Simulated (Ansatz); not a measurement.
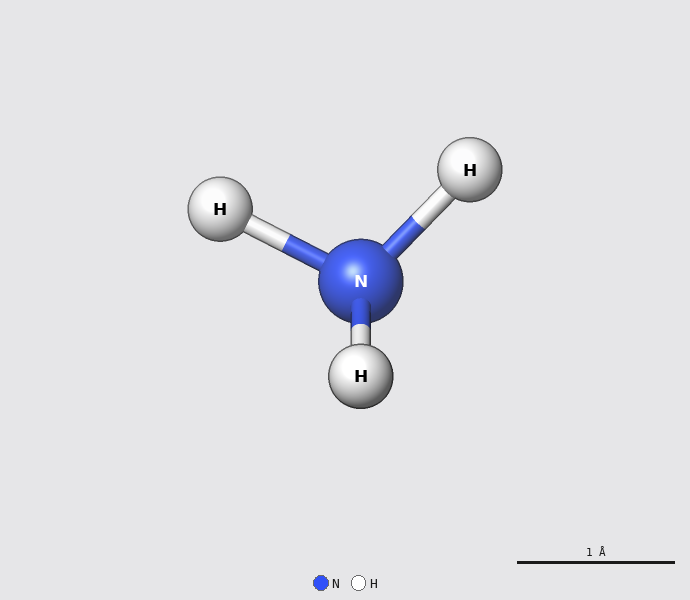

A ball-and-stick model of a molecule.

Count the atoms of each element.

NH3, 4 atoms: 1 nitrogen and 3 hydrogen.

What is the point group of this geometry?

C3v.

Count the bonded pairs by element.

3 N–H. Sticks follow a distance rule.

More results for the same structure follow; atom numbers are the same in all pictures, views and colours differ. The computed structure is the end point of a PBE0-D4/def2-TZVP optimisation.

## Geometry

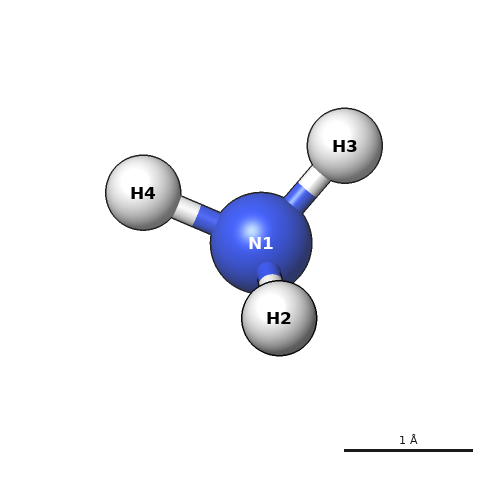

Atoms carry their numbers in the input.

Give the bond lengths.

| bond | length (Å) |
| --- | --- |
| N1–H2 | 1.013 |
| N1–H3 | 1.013 |
| N1–H4 | 1.013 |

## Electronic properties

Level of theory: RKS PBE0-D4/def2-TZVPP (Ansatz 0.2.0).

Give the LUMO energy (Kohn–Sham orbital) at this level.

1.03 eV.

Estimate the HOMO energy (Kohn–Sham orbital).

−7.58 eV.

## Thermal motion

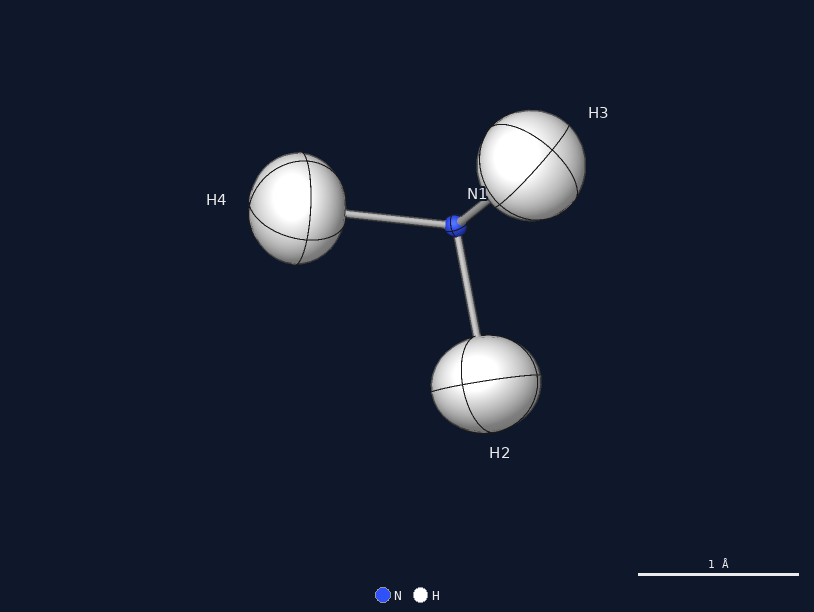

Displacement ellipsoids at the 50 % level, enlarged 3 times, from the internal vibrations of the free molecule (harmonic, no overall translation or rotation; no half-axis is drawn under 0.075 Å). Vibrations computed with RKS PBE0-D4/def2-TZVP (Ansatz 0.2.0). Temperature: 600 K.

Which atom moves most?

H2, H3, H4, with U_eq = 0.0054 Å².

List U_eq and the three principal root-mean-square amplitudes for each kind of atom.

| atom | U_eq (Å²) | rms amplitudes (Å) |
| --- | --- | --- |
| N1 | 0.00012 | 0.008, 0.008, 0.015 |
| H2, H3, H4 | 0.0054 | 0.066, 0.076, 0.079 |

## Charges

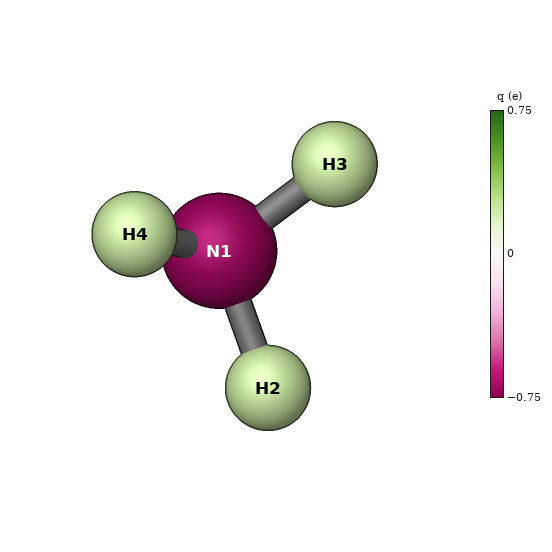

Atoms are coloured by their Mulliken charges. Method: RKS PBE0-D4/def2-TZVP (Ansatz 0.2.0).

Give the Mulliken charges atom by atom.

```
atom  value (e)
  N1      −0.70
  H2       0.23
  H3       0.23
  H4       0.23
```

Mulliken values depend strongly on the basis set and can even reverse the polarity of a bond.
